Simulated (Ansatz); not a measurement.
**GeH2 (triplet): from Hartree-Fock to the top rungs, aug-cc-pVTZ**

How much of the correlation energy of GeH2 (triplet) does each wave-function method recover here?

Computed with Ansatz 0.2.0, Gaussian basis. Level: aug-cc-pVTZ, core rule «outside noble gas», up to 14 orbitals frozen.

Plan: UHF; CCSD(T) on ROHF; CCSD(T) on UHF; BCCD(T) on ROHF; CCSDT(Q) on ROHF; CCSDT(Q) on UHF; CASSCF and MRCISD+Q, 6 electrons in 6 orbitals; CASSCF and NEVPT2, 6 electrons in 6 orbitals.

5 further runs of the same task are left out: 5 set aside as unsound or not needed.

### 1 The geometry

The geometry is a PBE0/def2-TZVPD stationary point (not a proven minimum) of the parent state, kept for this charge and spin. No spin-orbit coupling is included. The filled d shell of Ge may be among the frozen orbitals whatever the setting's name suggests; the logs give the count.

3 atoms, charge 0, spin multiplicity 3.

Atoms are counted from 1 here; the program's logs count them from 0.

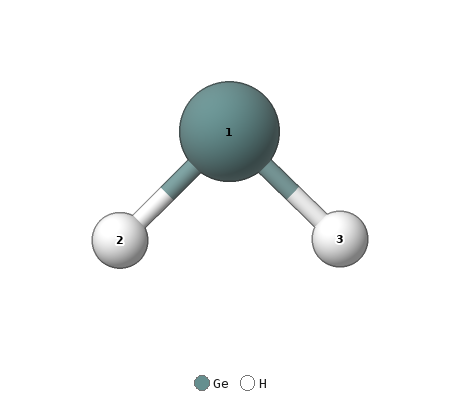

The geometry (germanium teal, hydrogen white); atoms are numbered from 1 in the order of the file.

### 2 UHF

in.yaml

```yaml
crystal:
  periodic: [false, false, false]
  atoms:
    - {symbol: Ge, position_ang: [0.000000, -0.030750, 0.000000]}
    - {symbol: H, position_ang: [0.000000, 1.108044, -1.158429]}
    - {symbol: H, position_ang: [0.000000, 1.108039, 1.158434]}
basis:
  gaussian: {orbitals: aug-cc-pVTZ}
magnetization: {spin_polarized: true, initial_magnetization: 2}
hamiltonian: {xc: hf}
output: {orbitals: {seedname: orbitals}}
```

The run is started by

```
$ ansatz run in.yaml --threads 1 --pin off --events-out ev --progress --plain --max-ram 2816MiB --backend cpu
```

After this run come: CCSD(T) on ROHF; CCSD(T) on UHF; BCCD(T) on ROHF; CCSDT(Q) on ROHF; CCSDT(Q) on UHF; CASSCF and MRCISD+Q, 6 electrons in 6 orbitals; CASSCF and NEVPT2, 6 electrons in 6 orbitals.

**Question.** What will the summary of the whole plan be? Wanted: UCCSDT(Q) below the RHF energy; RMP2 from UCCSDT(Q); UMP2 from UCCSDT(Q); RCCSD from UCCSDT(Q); RCCSD(T) from UCCSDT(Q); UCCSD(T) from UCCSDT(Q); RCCSDT(Q) from UCCSDT(Q); NEVPT2 valence from UCCSDT(Q); MRCISD+Q valence from UCCSDT(Q).

As calculated:

```
                         quantity                                                                     value
   UCCSDT(Q) below the RHF energy                                                                -3.2219 eV
              RMP2 from UCCSDT(Q)                                                                +726.4 meV
              UMP2 from UCCSDT(Q)                                                                +711.4 meV
             RCCSD from UCCSDT(Q)                                                                +134.4 meV
          RCCSD(T) from UCCSDT(Q)                                                                 +38.8 meV
          UCCSD(T) from UCCSDT(Q)                                                                 +25.3 meV
         RCCSDT(Q) from UCCSDT(Q)                                                                 +13.7 meV
    NEVPT2 valence from UCCSDT(Q)                                                                +632.4 meV
  MRCISD+Q valence from UCCSDT(Q)                                                                 +33.2 meV
levels within 1 kcal/mol (43 meV)  RCCSD(T), UCCSD(T), BCCD(T), RCCSDT, UCCSDT, RCCSDT(Q), MRCISD+Q valence
                    T1 diagnostic                                                                     0.025
   effectively unpaired electrons                                                                      2.02
```

RCCSD(T) misses by +38.8 meV, 1.2 % of the correlation energy. One determinant dominates. Of the multireference levels listed MRCISD+Q valence comes nearest in total energy (+33.2 meV), which doesn't show that its space is the better one. These misses are within one basis, not against nature; the frozen cores of restricted and unrestricted runs differ, which can shift their rows.
